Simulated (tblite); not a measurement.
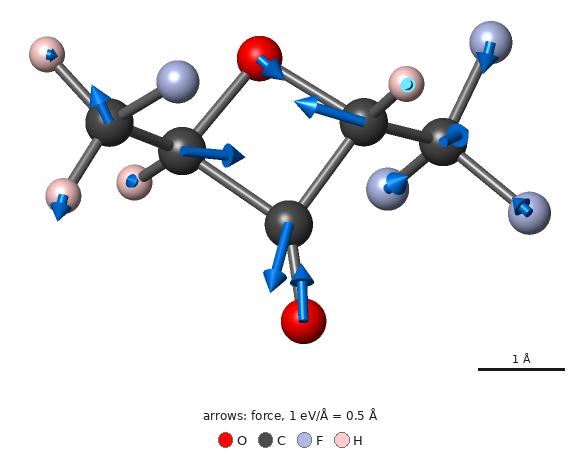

Starting geometry of C5H4F4O2 with the computed forces as blue arrows. The picture is a ball-and-stick view, seen from a free direction.

Computed with GFN2-xTB geometry optimisation, gas phase (tblite 0.8.0). 

Question: Is this structure relaxed? If not, where do the atoms go?

Answer: It isn't relaxed: the largest force vector, on a C atom, is 1.87 eV/Å. The final displacements have little in common with the starting forces (cosine between the two patterns 0.18). The energy falls by 3.50 kcal/mol in 59 geometry steps. The atom that moves furthest after the best rigid fit is an F atom (0.23 Å). Largest moves by element: F 0.23 Å, H 0.20 Å, O 0.12 Å, C 0.08 Å. Near-neighbour distances that change, for instance: C–O 1.465 → 1.422 Å, C–C 1.495 → 1.530 Å, C–F 1.357 → 1.334 Å, C–O 1.459 → 1.438 Å. Bond angles that change, for instance: C–C–H 114.6° → 109.8°, C–C–H 113.4° → 109.0°, O–C–C 134.3° → 137.2°. Cost: 0.29 s on 1 thread of Arm Neoverse V2, with other jobs on the host.
